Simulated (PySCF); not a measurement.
# Two runs on C2H6O2Si2

System: C2H6O2Si2.
Method of run 1: GIAO mPW1PW91/pcSseg-1 NMR shielding, non-relativistic, gas phase (PySCF 2.14.0).

The geometry comes from this level: PBE0-D3(BJ)/def2-SVP. Text and figures count atoms from 1; the logs count them from 0 in places.

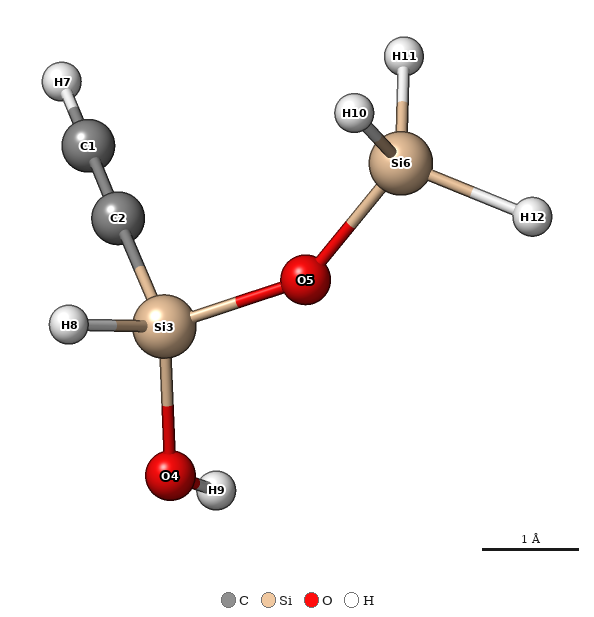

Figure 1. The structure (ball-and-stick view, seen at a tilt; atoms are numbered from 1 in the order of the input). Bond lengths as drawn: C–C 1.22 Å, C–H 1.08 Å, C–Si 1.84 Å, H–O 0.96 Å, H–Si 1.48 to 1.49 Å and O–Si 1.65 to 1.66 Å.

### Input, run 1
```
{"job": {"kind": "nmr", "xc": "mPW1PW91", "basis": "pcSseg-1", "pop": false}, "charge": 0, "multiplicity": 1}
C      2.099412    -1.286619     1.348143
C      1.455985    -0.341976     0.929338
Si     0.469465     1.072431     0.294868
O      1.418217     2.064398    -0.617164
O     -0.759719     0.451005    -0.607044
Si    -2.020033    -0.614735    -0.759173
H      2.668884    -2.119825     1.720944
H     -0.057670     1.899825     1.400815
H      1.971655     1.645836    -1.282996
H     -3.109234    -0.262374     0.199971
H     -1.558000    -2.007718    -0.483309
H     -2.539208    -0.528644    -2.153007
```

The first line tells a small driver script what to run in PySCF; the rest is the geometry in Å.

Launched with:
```bash
OMP_NUM_THREADS=1 python <driver script> task.json out
```

Hardware: 1 CPU thread, shared host.

### Output (run 1)
```
coarse grid: 11312 points
cycle   1  E = -808.9901525471  dE =  5.778e-01  |g| = 1.022e+00  |ddm| = 3.273e+00
cycle   2  E = -808.7130009663  dE =  2.772e-01  |g| = 1.580e+00  |ddm| = 1.779e+00
cycle   3  E = -809.1716563246  dE = -4.587e-01  |g| = 1.556e-01  |ddm| = 1.241e+00
cycle   4  E = -809.1761551380  dE = -4.499e-03  |g| = 7.654e-02  |ddm| = 1.738e-01
cycle   5  E = -809.1771399765  dE = -9.848e-04  |g| = 4.044e-02  |ddm| = 6.780e-02
cycle   6  E = -809.1775346951  dE = -3.947e-04  |g| = 7.597e-03  |ddm| = 2.953e-02
cycle   7  E = -809.1775454135  dE = -1.072e-05  |g| = 2.758e-03  |ddm| = 6.036e-03
cycle   8  E = -809.1775468780  dE = -1.465e-06  |g| = 3.645e-04  |ddm| = 2.125e-03
final grid: 100920 points
cycle   9  E = -809.2329640785  dE = -1.492e-05  |g| = 5.242e-03  |ddm| = 2.152e-02
cycle  10  E = -809.2329575635  dE =  6.515e-06  |g| = 7.996e-03  |ddm| = 9.126e-03
cycle  11  E = -809.2329690383  dE = -1.147e-05  |g| = 5.493e-04  |ddm| = 5.389e-03
cycle  12  E = -809.2329690897  dE = -5.138e-08  |g| = 2.994e-04  |ddm| = 5.878e-04
cycle  13  E = -809.2329691068  dE = -1.703e-08  |g| = 1.243e-04  |ddm| = 2.428e-04
cycle  14  E = -809.2329691106  dE = -3.872e-09  |g| = 2.750e-05  |ddm| = 9.817e-05
cycle  15  E = -809.2329691108  dE = -1.476e-10  |g| = 9.054e-06  |ddm| = 2.190e-05
converged SCF energy = -809.2329691108

GIAO shielding tensors (ppm)
atom      isotropic    diamagn.    paramagn.     s11        s22        s33       span
  0 C       84.426     261.395    -176.969      0.653      4.031    248.593    247.940
  1 C       96.737     262.486    -165.748     -2.316      1.393    291.135    293.451
  2 Si     408.272     879.393    -471.121    377.218    416.558    431.038     53.820
  3 O      267.224     387.506    -120.282    219.738    283.136    298.798     79.060
  4 O      282.669     401.205    -118.536    252.041    272.713    323.254     71.213
  5 Si     391.907     878.349    -486.442    352.505    359.529    463.687    111.182
  6 H       29.060      32.454      -3.394     24.150     24.381     38.648     14.498
  7 H       26.862      28.329      -1.467     23.851     24.316     32.419      8.568
  8 H       29.196      30.916      -1.720     22.408     24.416     40.765     18.357
  9 H       26.309      28.319      -2.010     23.114     24.599     31.212      8.098
 10 H       26.242      29.619      -3.377     22.838     25.442     30.447      7.608
 11 H       26.395      28.059      -1.663     23.125     24.623     31.438      8.314
```

The input of run 2 differs as follows (lines with − go, lines with + come):
```diff
-"xc": "mPW1PW91"
+"xc": "PBE0"
```

Predict how the results change.

The total energies belong to different methods, so their difference says nothing on which is more stable or more accurate. Of all shieldings, the largest change is that of Si6, by +1.4 ppm. The functional changes from mPW1PW91 to PBE0. The number of SCF iterations is the same.

### Output (run 2)
```
coarse grid: 11312 points
cycle   1  E = -808.5335616840  dE =  5.755e-01  |g| = 1.001e+00  |ddm| = 3.272e+00
cycle   2  E = -808.2677628208  dE =  2.658e-01  |g| = 1.548e+00  |ddm| = 1.764e+00
cycle   3  E = -808.7082907442  dE = -4.405e-01  |g| = 1.545e-01  |ddm| = 1.225e+00
cycle   4  E = -808.7127290633  dE = -4.438e-03  |g| = 7.532e-02  |ddm| = 1.714e-01
cycle   5  E = -808.7136878667  dE = -9.588e-04  |g| = 3.970e-02  |ddm| = 6.680e-02
cycle   6  E = -808.7140677844  dE = -3.799e-04  |g| = 7.485e-03  |ddm| = 2.911e-02
cycle   7  E = -808.7140781178  dE = -1.033e-05  |g| = 2.675e-03  |ddm| = 5.935e-03
cycle   8  E = -808.7140795006  dE = -1.383e-06  |g| = 3.437e-04  |ddm| = 2.066e-03
final grid: 100920 points
cycle   9  E = -808.7697474617  dE = -1.225e-05  |g| = 8.362e-03  |ddm| = 2.207e-02
cycle  10  E = -808.7697309765  dE =  1.649e-05  |g| = 1.273e-02  |ddm| = 1.420e-02
cycle  11  E = -808.7697599172  dE = -2.894e-05  |g| = 7.708e-04  |ddm| = 8.562e-03
cycle  12  E = -808.7697600328  dE = -1.156e-07  |g| = 3.037e-04  |ddm| = 7.972e-04
cycle  13  E = -808.7697600478  dE = -1.494e-08  |g| = 1.405e-04  |ddm| = 2.563e-04
cycle  14  E = -808.7697600524  dE = -4.612e-09  |g| = 4.172e-05  |ddm| = 1.135e-04
cycle  15  E = -808.7697600527  dE = -3.738e-10  |g| = 1.140e-05  |ddm| = 3.144e-05
converged SCF energy = -808.7697600527

GIAO shielding tensors (ppm)
atom      isotropic    diamagn.    paramagn.     s11        s22        s33       span
  0 C       84.922     261.767    -176.845      1.551      4.887    248.327    246.776
  1 C       97.073     262.458    -165.385     -1.763      1.879    291.103    292.866
  2 Si     408.619     879.392    -470.773    377.276    416.877    431.704     54.428
  3 O      267.122     387.378    -120.256    218.848    283.742    298.775     79.927
  4 O      282.681     401.004    -118.323    250.866    272.847    324.332     73.466
  5 Si     393.272     878.312    -485.040    352.975    360.006    466.836    113.861
  6 H       29.008      32.347      -3.339     24.091     24.326     38.606     14.514
  7 H       26.774      28.259      -1.485     23.760     24.225     32.337      8.577
  8 H       29.136      30.901      -1.765     22.352     24.344     40.713     18.361
  9 H       26.202      28.245      -2.044     23.003     24.487     31.115      8.112
 10 H       26.136      29.545      -3.408     22.732     25.327     30.349      7.617
 11 H       26.290      27.998      -1.707     23.017     24.514     31.340      8.323
```

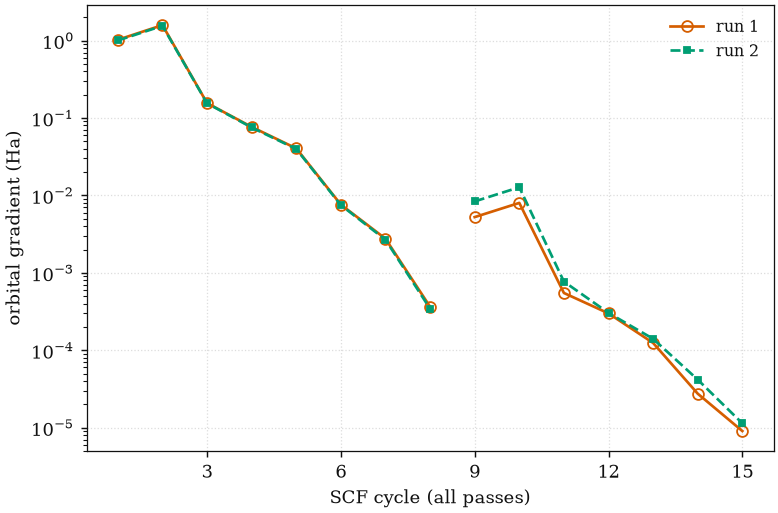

Figure 2. Convergence of the two runs: orbital gradient against the SCF cycle. A break in a curve parts two SCF passes (coarse and final grid). Run 1 takes 15 cycles in all, and run 2 takes 15.

### The two runs side by side

```tsv
quantity	run 1	run 2
outcome	converged	converged
total energy (hartree)	−809.232969	−808.769760
HOMO (eV)	−8.45	−8.43
LUMO (eV)	−0.29	−0.28
dipole moment (D)	2.00	2.00
shielding of C1 (ppm)	84.4	84.9
shielding of C2 (ppm)	96.7	97.1
shielding of Si3 (ppm)	408.3	408.6
shielding of Si6 (ppm)	391.9	393.3
shielding of H10 (ppm)	26.3	26.2
shielding of H11 (ppm)	26.2	26.1
shielding of H12 (ppm)	26.4	26.3
SCF iterations	15	15
basis functions	146	146
wall time (shared host)	24 s	24 s
```
